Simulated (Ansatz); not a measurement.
```xyz
12

F    -0.7464   -1.9454    1.6690
C    -1.0426   -1.9481    0.3210
O    -0.2397   -1.0359   -0.3518
Si   -0.4631    0.6374   -0.3322
F    -1.1307    1.0759   -1.7667
Si    1.6726    1.5845   -0.1556
H    -2.1294   -1.7105    0.2156
H    -0.8264   -2.9613   -0.0851
H    -1.4626    0.9894    0.7358
H     2.2605    1.2106    1.1776
H     1.5951    3.0832   -0.2605
H     2.5416    1.0476   -1.2587
```

Theory: RKS PBE-D4/def2-SVP in Ansatz 0.2.0.

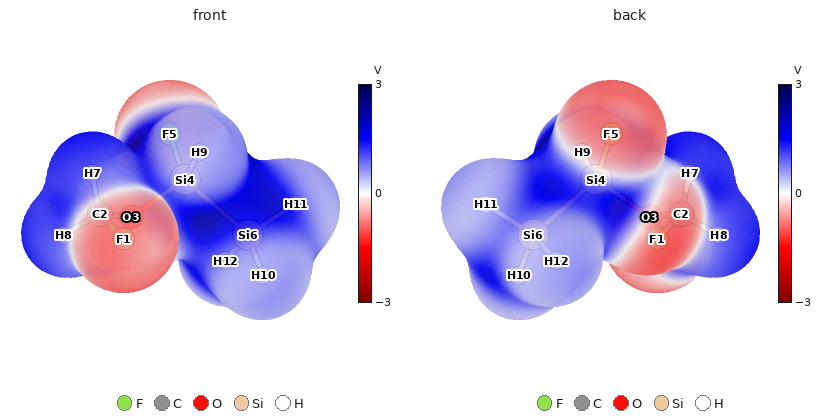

CH6F2OSi2 (SMILES FCO[SiH](F)[SiH3]). The electrostatic potential painted on the density surface at 0.004 e/bohr³, seen from the front and from behind; red is negative and blue positive.

### Where is the surface potential most negative and most positive?

The most negative region (about −1.0 V, or −23 kcal/mol for a unit charge) lies over O3, the most positive (about +2.2 V, or +51 kcal/mol for a unit charge) over Si4.
